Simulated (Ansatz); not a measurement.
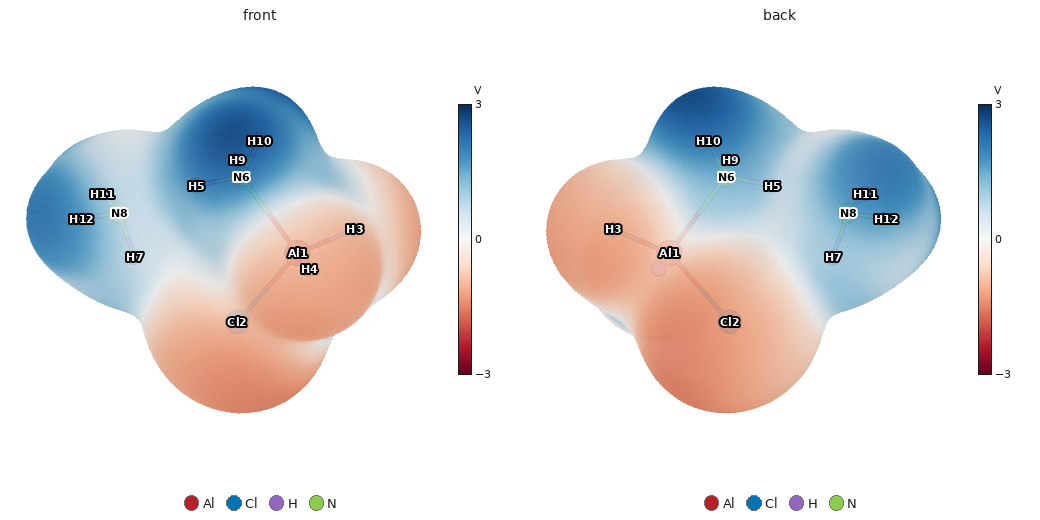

Figure 1: AlClH5N···NH3. The molecular electrostatic potential painted on the density surface at 0.002 e/bohr³, seen from the front and from behind; the colour scale runs from red (negative) to blue (positive).

These are results of RKS PBE0/def2-mTZVP in Ansatz 0.2.0, not measurements.

Input

```
crystal:
  periodic: [false, false, false]
  atoms:
    - { symbol: Al, position_ang: [-1.822488, -1.096977, -0.652301] }
    - { symbol: Cl, position_ang: [0.490111, 0.893349, -2.420042] }
    - { symbol: H, position_ang: [-1.613178, -2.261877, -1.701326] }
    - { symbol: H, position_ang: [-2.970824, -0.008422, -0.692747] }
    - { symbol: H, position_ang: [1.004768, 0.508176, 0.818736] }
    - { symbol: "N", position_ang: [-0.705651, -1.056807, 0.848473] }
    - { symbol: H, position_ang: [1.00917, 1.021587, -1.211855] }
    - { symbol: "N", position_ang: [1.712419, 1.222497, 0.986626] }
    - { symbol: H, position_ang: [-0.958508, -0.559311, 1.692824] }
    - { symbol: H, position_ang: [-0.093445, -1.827562, 1.083281] }
    - { symbol: H, position_ang: [2.573248, 1.019604, 0.496545] }
    - { symbol: H, position_ang: [1.37438, 2.145842, 0.751787] }
basis:
  gaussian: { orbitals: def2-mTZVP }
hamiltonian:
  xc: pbe0
relax:
  f_tol: 0.03
  max_steps: 50
output:
  orbitals: {}
```

Launched as:

```sh
ansatz run input.yaml --threads 2 --pin off --max-ram 3072MiB --backend cpu --events-out ev --progress --plain --runs-dir out
```

The fields are those of the run's last geometry, not of the input's.

Q: Which sites attract a positive test charge, and which a negative one?

A: A positive charge is drawn to the negative regions and a negative charge to the positive ones. The most negative region (about −1.5 V) lies over Cl2, the most positive (about +2.7 V) over H9 and H10.
